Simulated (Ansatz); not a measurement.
# CH5NSSi: up Jacob's ladder to CCSD(T)

How much do the methods differ for CH5NSSi? The plan is to run it at one geometry with functionals of several rungs and with coupled cluster, and see how far each lands from CCSD(T) at the basis-set limit for the atomisation energy.

Computed with Ansatz 0.2.0, Gaussian basis. Level: functionals in def2-TZVPP, the program's frozen cores in correlated methods.

Levels to be run: LDA (SPW92), PBE-D4, revPBE-D4, BLYP-D4, r2SCAN-D4, B97M-V, PBE0-D4, B3LYP-D4, r2SCANh-D4, r2SCAN0-D4, HSE06-D4, BHLYP-D4, CAM-B3LYP-D4, LC-ωPBE, ωB97X-V, ωB97M-V, B2PLYP, PBE-QIDH; CCSD(T)/def2-SVP; CCSD(T)/def2-TZVPP; MP2/def2-QZVPP; extrapolation to the limit; RPA on PBE.

## Step 1: Structure used throughout

The geometry comes from an earlier relaxation with PBE0-D4 in a triple-zeta def2 set; it is a stationary point, not always the lowest conformer.

SMILES `C1N[SiH2]S1`, 9 atoms, charge 0, spin multiplicity 1.

Atoms are counted from 1 here; the program's logs count them from 0.

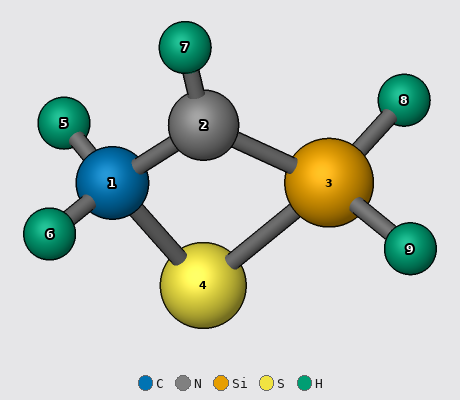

The structure; carbon blue, nitrogen grey, silicon amber, sulfur yellow, hydrogen teal; atoms are numbered from 1 in the order of the file.

## Step 2: LDA

This LDA is Slater exchange with PW92 correlation.

File in.yaml:

```yaml
crystal:
  periodic: [false, false, false]
  atoms:
    - {symbol: C, position_ang: [-0.400370, 0.968075, -0.591777]}
    - {symbol: N, position_ang: [0.786814, 0.225503, -0.210672]}
    - {symbol: Si, position_ang: [0.101191, -1.014781, 0.755945]}
    - {symbol: S, position_ang: [-1.686068, 0.103248, 0.420672]}
    - {symbol: H, position_ang: [-0.656320, 0.882165, -1.651923]}
    - {symbol: H, position_ang: [-0.366042, 2.023898, -0.308251]}
    - {symbol: H, position_ang: [1.600793, 0.270670, -0.798518]}
    - {symbol: H, position_ang: [0.131715, -2.400102, 0.204969]}
    - {symbol: H, position_ang: [0.576686, -1.104975, 2.162455]}
basis:
  gaussian: {orbitals: def2-TZVPP}
hamiltonian: {xc: lda}
output: {orbitals: {seedname: orbitals}}
```

Command:

```console
> ansatz run in.yaml --threads 2 --pin off --events-out ev --progress --plain --max-ram 4352MiB
```

The runs that follow: PBE-D4 (GGA); revPBE-D4 (GGA); BLYP-D4 (GGA); r2SCAN-D4 (meta-GGA); B97M-V (meta-GGA); B3LYP-D4 (hybrid); r2SCANh-D4 (hybrid); r2SCAN0-D4 (hybrid); HSE06-D4 (hybrid); BHLYP-D4 (hybrid); CAM-B3LYP-D4 (range-separated); LC-ωPBE (range-separated); ωB97X-V (range-separated); ωB97M-V (range-separated); B2PLYP (double hybrid); PBE-QIDH (double hybrid); CCSD(T) in def2-SVP; CCSD(T) in def2-TZVPP; MP2 in def2-QZVPP; RPA on PBE orbitals.

Before running them: what should the planned runs give, taken together? Wanted: atomisation energy, CCSD(T)/CBS; farthest beyond LDA; mean size of error, GGA; mean size of error, meta-GGA; mean size of error, hybrid; mean size of error, range-separated; mean size of error, double hybrid; gap, smallest and largest; T1 diagnostic.

The runs gave:

| quantity | value |
| --- | --- |
| atomisation energy, CCSD(T)/CBS | 32.287 eV |
| functionals within 0.161 eV (0.5 %) | revPBE-D4, BLYP-D4, r2SCAN-D4, B97M-V, PBE0-D4, B3LYP-D4, HSE06-D4, CAM-B3LYP-D4 |
| farthest beyond LDA | BHLYP-D4 (-0.940 eV) |
| mean size of error, GGA | 0.296 eV |
| mean size of error, meta-GGA | 0.095 eV |
| mean size of error, hybrid | 0.311 eV |
| mean size of error, range-separated | 0.184 eV |
| mean size of error, double hybrid | 0.354 eV |
| gap, smallest and largest | 4.14 eV (LDA (SPW92)), 11.30 eV (LC-ωPBE) |
| T1 diagnostic | 0.0107 |
| triples share of the correlation energy | 4.2 % |

The LDA atomisation energy is off by 4.792 eV (15 %): it overbinds. PBE-D4 is off by +0.595 eV. Double hybrids carry the basis error of their MP2 part in triple zeta, and no dispersion term here, so their miss is partly the set-up's. By mean error the best rung here is meta-GGA (0.095 eV) and the worst beyond LDA is double hybrid (0.354 eV). The reference freezes the cores and leaves out relativity and excitations past (T), so misses under about 0.161 eV can't be ranked. Hartree-Fock recovers 70 % of the binding; the rest is correlation. CCSD(T) in def2-SVP is off by -2.562 eV, more than most functionals: a good method in a small basis is no reference. The gap grows from 4.1 to 11.3 eV across the functionals, mostly with the share of exact exchange.
